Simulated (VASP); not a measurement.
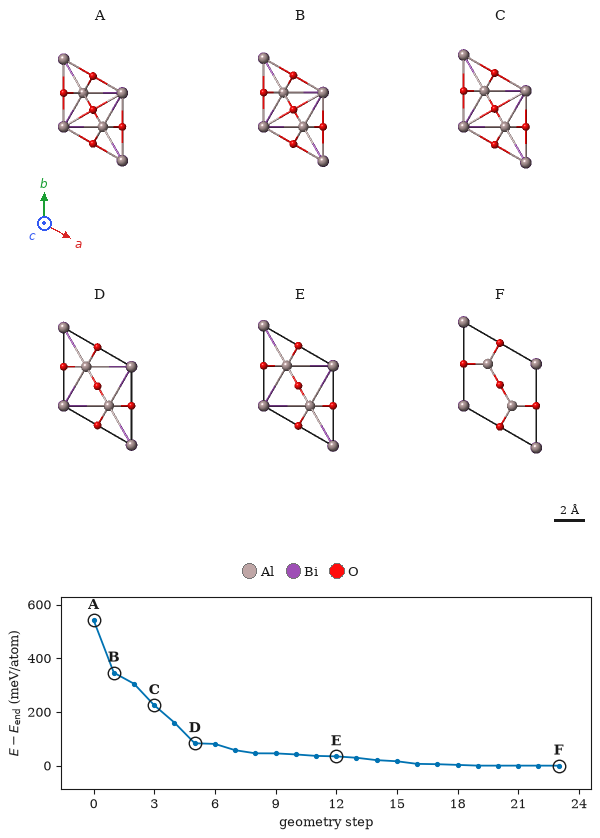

Frames of a relaxation of crystalline Al$_{3}$BiO$_{3}$ (a generated structure, set up in P-3m1), marked on the history of the run. A ball-and-stick model of the cell of the calculation, seen along the c axis.

The run lets cell and atoms move.

All numbers below come from Kohn-Sham DFT of a periodic cell, PBE, VASP PAW PBE potentials, recommended in VASP.

Input file:
```
ALGO = Fast
EDIFF = 1E-4
EDIFFG = -0.08
ENCUT = 520
GGA = PE
IBRION = 2
ISIF = 3
ISMEAR = 0
LASPH = True
LCHARG = False
LREAL = False
LWAVE = False
NELM = 60
NSW = 24
PREC = Normal
SIGMA = 0.15
```

Launched with:
```bash
cat potpaw_PBE.64/Al/POTCAR potpaw_PBE.64/Bi_d/POTCAR potpaw_PBE.64/O/POTCAR > POTCAR
mpirun -np 1 vasp_std > vasp.out
```

What happens along the run?

Answer. The largest moves relative to the cell, 1.03 Å, are those of Al atoms. O and Bi stay in place. Cell: a = b 4.588 → 5.681 Å (+23.8 %), c 5.833 → 5.417 Å (−7.1 %). Volume +42.4 %. Some distances before and after: Al–Bi 3.014 → 4.047 Å, Al–O 2.294 → 2.840 Å, Al–O 1.984 → 1.674 Å, Al–Bi 2.916 → 2.709 Å. Bonds break: Al–Bi (3.01 → 4.05 Å). Bond angles that change, for instance: O–Al–O 70.6° → 116.0°. The space group stays P-3m1 (No. 164). After 23 geometry steps the energy has fallen by 542 meV per atom. The largest force component goes from 3.1 to 0.033 eV/Å. The pressure goes from −3.30 to 0.36 GPa. The volume changes by over a tenth within one run on a fixed set of plane waves, so the end point should be relaxed again from the new cell. It ran on 1 thread of Intel(R) Xeon(R) 6975P-C (Granite Rapids), on a shared host. From step 0 to 1: Al atoms move most (0.14 Å), volume −4.7 %, energy −196 meV per atom. From step 1 to 3: Al atoms move most (0.19 Å), volume +1.2 %, energy −121 meV per atom. From step 3 to 5: Al atoms move most (0.16 Å), volume +20.0 %, energy −141 meV per atom. From step 5 to 12: Al atoms move most (0.18 Å), volume +13.9 %, energy −48.9 meV per atom. From step 12 to 23: Al atoms move most (0.35 Å), volume +8.1 %, energy −34.6 meV per atom.

```json
{"step": "0", "E − E(0), meV/atom": "0.00", "largest force component, eV/Å": "3.0943", "pressure, GPa": "-3.30", "volume, Å³/atom": "15.187"}
{"step": "1", "E − E(0), meV/atom": "-196.03", "largest force component, eV/Å": "2.1070", "pressure, GPa": "5.48", "volume, Å³/atom": "14.472"}
{"step": "2", "E − E(0), meV/atom": "-237.34", "largest force component, eV/Å": "0.1715", "pressure, GPa": "17.50", "volume, Å³/atom": "13.900"}
{"step": "3", "E − E(0), meV/atom": "-317.43", "largest force component, eV/Å": "0.2312", "pressure, GPa": "15.63", "volume, Å³/atom": "14.644"}
{"step": "4", "E − E(0), meV/atom": "-382.13", "largest force component, eV/Å": "0.4243", "pressure, GPa": "12.53", "volume, Å³/atom": "16.060"}
{"step": "5", "E − E(0), meV/atom": "-458.89", "largest force component, eV/Å": "1.2462", "pressure, GPa": "1.14", "volume, Å³/atom": "17.577"}
{"step": "6", "E − E(0), meV/atom": "-461.36", "largest force component, eV/Å": "1.5838", "pressure, GPa": "-1.05", "volume, Å³/atom": "17.949"}
{"step": "7", "E − E(0), meV/atom": "-484.76", "largest force component, eV/Å": "1.0467", "pressure, GPa": "-0.34", "volume, Å³/atom": "18.165"}
{"step": "8", "E − E(0), meV/atom": "-496.40", "largest force component, eV/Å": "0.3546", "pressure, GPa": "1.26", "volume, Å³/atom": "18.422"}
{"step": "9", "E − E(0), meV/atom": "-496.62", "largest force component, eV/Å": "0.2220", "pressure, GPa": "1.46", "volume, Å³/atom": "18.472"}
{"step": "10", "E − E(0), meV/atom": "-500.56", "largest force component, eV/Å": "0.4126", "pressure, GPa": "0.51", "volume, Å³/atom": "18.836"}
{"step": "11", "E − E(0), meV/atom": "-506.00", "largest force component, eV/Å": "0.9820", "pressure, GPa": "-1.87", "volume, Å³/atom": "19.915"}
{"step": "12", "E − E(0), meV/atom": "-507.78", "largest force component, eV/Å": "0.9667", "pressure, GPa": "-1.80", "volume, Å³/atom": "20.015"}
{"step": "13", "E − E(0), meV/atom": "-512.97", "largest force component, eV/Å": "0.9235", "pressure, GPa": "-1.97", "volume, Å³/atom": "20.315"}
{"step": "14", "E − E(0), meV/atom": "-521.83", "largest force component, eV/Å": "0.8188", "pressure, GPa": "-2.24", "volume, Å³/atom": "20.924"}
{"step": "15", "E − E(0), meV/atom": "-525.98", "largest force component, eV/Å": "0.6297", "pressure, GPa": "-3.67", "volume, Å³/atom": "22.177"}
{"step": "16", "E − E(0), meV/atom": "-535.70", "largest force component, eV/Å": "0.1577", "pressure, GPa": "-1.33", "volume, Å³/atom": "21.971"}
{"step": "17", "E − E(0), meV/atom": "-536.91", "largest force component, eV/Å": "0.0708", "pressure, GPa": "0.11", "volume, Å³/atom": "21.852"}
{"step": "18", "E − E(0), meV/atom": "-539.50", "largest force component, eV/Å": "0.0180", "pressure, GPa": "0.10", "volume, Å³/atom": "21.825"}
{"step": "19", "E − E(0), meV/atom": "-542.22", "largest force component, eV/Å": "0.1226", "pressure, GPa": "-0.46", "volume, Å³/atom": "21.742"}
{"step": "20", "E − E(0), meV/atom": "-542.27", "largest force component, eV/Å": "0.1077", "pressure, GPa": "-0.28", "volume, Å³/atom": "21.752"}
{"step": "21", "E − E(0), meV/atom": "-542.23", "largest force component, eV/Å": "0.0937", "pressure, GPa": "-0.25", "volume, Å³/atom": "21.761"}
{"step": "22", "E − E(0), meV/atom": "-542.26", "largest force component, eV/Å": "0.0998", "pressure, GPa": "-0.42", "volume, Å³/atom": "21.757"}
{"step": "23", "E − E(0), meV/atom": "-542.42", "largest force component, eV/Å": "0.0328", "pressure, GPa": "0.36", "volume, Å³/atom": "21.627"}
```
